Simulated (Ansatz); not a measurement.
# C₆H₁₅Cl₃GaP: how energies converge with the basis set

Aim: see how fast density functionals converge with the basis set for C₆H₁₅Cl₃GaP.

The runs use Ansatz 0.2.0, Gaussian basis; one geometry, several basis sets.

The runs, in order: PBE0-D4/def2-SVP; ωB97M-V/def2-SVP; PBE0-D4/def2-QZVPP; ωB97M-V/def2-QZVPP; the functionals' def2-TZVPP values are taken from earlier runs.

**1. Structure used throughout**

An earlier PBE0-D4 in a triple-zeta def2 set relaxation fixed the geometry.

SMILES `CC[P+](CC)(CC)[Ga-]([Cl])([Cl])[Cl]`, 26 atoms, charge 0, spin multiplicity 1.

Atoms are counted from 1 here; the program's logs count them from 0.

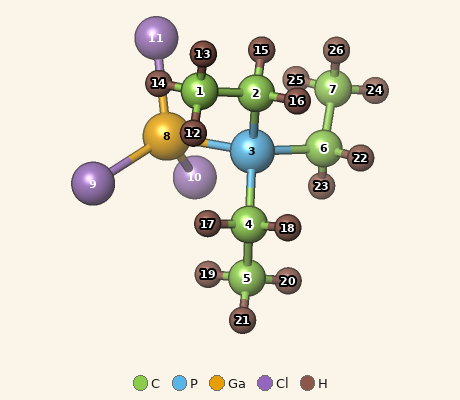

The geometry (carbon green, phosphorus blue, gallium amber, chlorine purple, hydrogen brown); atoms are numbered from 1 in the order of the file.

**2. PBE0-D4 in def2-SVP**

in.yaml

```yaml
crystal:
  periodic: [false, false, false]
  atoms:
    - {symbol: C, position_ang: [1.442552, 2.321836, 0.592994]}
    - {symbol: C, position_ang: [0.675710, 1.176873, 1.240446]}
    - {symbol: P, position_ang: [-0.037967, 0.021999, 0.031635]}
    - {symbol: C, position_ang: [-1.262972, 0.947363, -0.941631]}
    - {symbol: C, position_ang: [-1.968089, 0.091027, -1.984572]}
    - {symbol: C, position_ang: [-0.940066, -1.249104, 0.966970]}
    - {symbol: C, position_ang: [-0.036086, -2.091059, 1.857000]}
    - {symbol: Ga, position_ang: [1.646920, -0.943478, -1.364846]}
    - {symbol: Cl, position_ang: [1.864623, 0.483259, -2.993371]}
    - {symbol: Cl, position_ang: [0.805922, -2.860187, -1.959927]}
    - {symbol: Cl, position_ang: [3.385654, -1.092520, -0.064936]}
    - {symbol: H, position_ang: [0.794372, 2.955812, -0.014381]}
    - {symbol: H, position_ang: [1.892397, 2.949907, 1.363759]}
    - {symbol: H, position_ang: [2.245909, 1.949208, -0.045076]}
    - {symbol: H, position_ang: [1.348611, 0.580425, 1.862523]}
    - {symbol: H, position_ang: [-0.131696, 1.543317, 1.883438]}
    - {symbol: H, position_ang: [-0.708885, 1.752687, -1.431552]}
    - {symbol: H, position_ang: [-1.974723, 1.408989, -0.248925]}
    - {symbol: H, position_ang: [-1.252974, -0.363276, -2.672748]}
    - {symbol: H, position_ang: [-2.553754, -0.708882, -1.528423]}
    - {symbol: H, position_ang: [-2.650526, 0.707935, -2.571600]}
    - {symbol: H, position_ang: [-1.729621, -0.755665, 1.543762]}
    - {symbol: H, position_ang: [-1.424209, -1.883148, 0.219196]}
    - {symbol: H, position_ang: [-0.621518, -2.868134, 2.351312]}
    - {symbol: H, position_ang: [0.746340, -2.581696, 1.275219]}
    - {symbol: H, position_ang: [0.444067, -1.493478, 2.633724]}
basis:
  gaussian: {orbitals: def2-SVP}
hamiltonian: {xc: pbe0, dispersion: d4}
output: {orbitals: {seedname: orbitals}}
```

Launch:

```sh
$ ansatz run in.yaml --threads 11 --pin off --events-out ev --progress --plain --max-ram 174080MiB --backend cpu
```

The runs that follow: ωB97M-V in def2-SVP; PBE0-D4 in def2-QZVPP; ωB97M-V in def2-QZVPP.

Q: Predict the results of all the runs planned. Wanted: PBE0-D4: double and triple zeta above quadruple; ωB97M-V: double and triple zeta above quadruple.

**Answer**, as computed:

| quantity | value |
| --- | --- |
| PBE0-D4: double and triple zeta above quadruple | 32.68, 2.92 eV |
| ωB97M-V: double and triple zeta above quadruple | 32.87, 2.82 eV |

In words: PBE0-D4 gains 29.75 eV from double to triple zeta, then 2.92 eV more. Total energies overstate the basis error of differences, where much of it tends to cancel. The LUMO of ωB97M-V is positive and keeps falling with the basis (2.24 to 1.15 eV): an unbound level that the basis holds in place.
